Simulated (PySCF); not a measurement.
BCl₂F, SMILES `FB(Cl)Cl`.

Computed with PySCF, PBE0/def2-TZVP, geometry: GFN2-xTB. No frequency check shows the geometry to be a minimum. GFN2-xTB bond lengths at metals and heavier atoms can be off by up to 0.1 Å and shapes distorted, which carries into these values.

Input script:

```python
import numpy as np
from pyscf import gto, scf, dft
from pyscf.scf import atom_ks, atom_hf
from scipy.linalg import block_diag

def solve(mol, dm0=None, hcore=None):
    mf = (dft.UKS if mol.spin else dft.RKS)(mol, xc='pbe0')
    mf.grids.level = 3
    mf = mf.density_fit(auxbasis='def2-universal-jkfit')
    mf.conv_tol, mf.max_cycle = 1e-8, 80
    if hcore is not None:
        mf.get_hcore = lambda *args: hcore
    mf.kernel(dm0)
    if not mf.converged:
        mf = mf.newton().run(mf.mo_coeff, mf.mo_occ, max_cycle=30)
    assert mf.converged, 'SCF not converged'
    return mf

mol = gto.M(atom='''
F     -0.00048     1.64802     0.00000
B      0.00000     0.32484     0.00000
Cl    -1.50827    -0.48419     0.00000
Cl     1.50852    -0.48383     0.00000
''', basis='def2-tzvp', charge=0, spin=0, verbose=4)
mf = solve(mol)
mf.analyze()
# spherically averaged free atoms, for the promolecule
atm = atom_ks.get_atm_nrks(mol, xc='pbe0')
pro = block_diag(*[(atm[a[0]][2] * atm[a[0]][3]) @ atm[a[0]][2].T for a in mol._atom])
np.savez('result.npz', e=mf.e_tot, c=mf.mo_coeff, occ=mf.mo_occ, eps=mf.mo_energy, pro=pro, dip=mf.dip_moment(verbose=0), s2=mf.spin_square()[0])
```

Run with:

```sh
OMP_NUM_THREADS=1 python input.py
```

The run took 12 s on 1 thread of Intel(R) Xeon(R) Platinum 8259CL CPU @ 2.50GHz (Skylake/Cascade Lake), on a shared host, peak memory 0.51 GiB.

Partitions, critical points and surface values were worked out afterwards from this run's density.

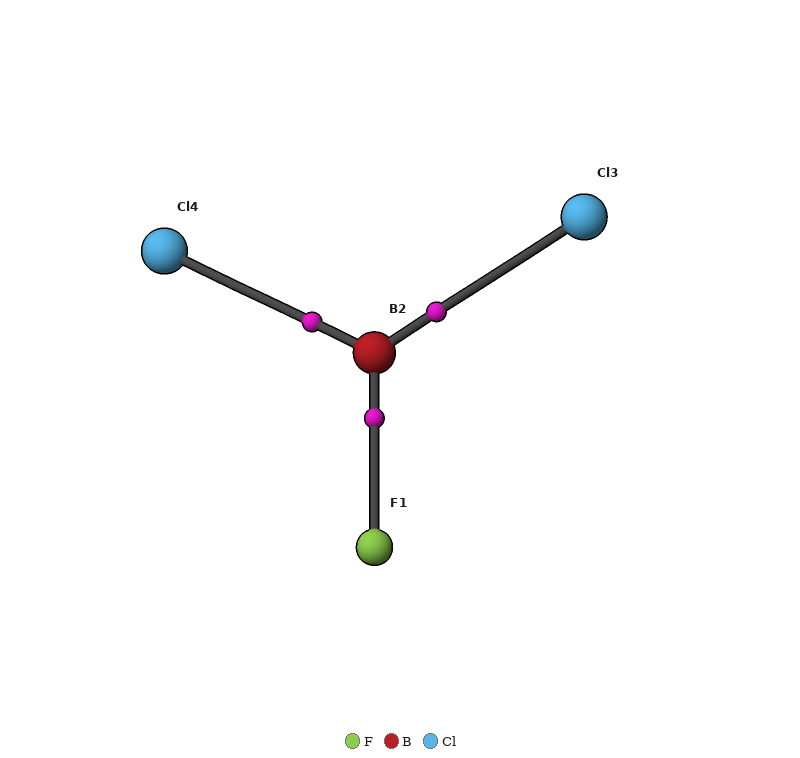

Molecular graph of the electron density (QTAIM): bond paths, bond critical points (magenta), ring points (cyan, if any); weak paths are dashed.

> How many critical points of each kind are there, and does the count close?

4 nuclei, 3 bond, 0 ring and 0 cage critical points: 4 − 3 + 0 − 0 = 1, as the Poincaré–Hopf relation requires.

> Give the properties at the bond critical points.

| bond | length (Å) | ρ (a.u.) | ∇²ρ (a.u.) | ε | H (a.u.) |
| --- | --- | --- | --- | --- | --- |
| F1–B2 | 1.323 | 0.207 | +1.24 | 0.06 | −0.150 |
| B2–Cl3 (2 alike) | 1.712 | 0.167 | −0.01 | 0.03 | −0.171 |

> What kind of interaction is B2–Cl3?

Shared-shell (covalent): ρ = 0.167, ∇²ρ = −0.01, H = −0.171 a.u.
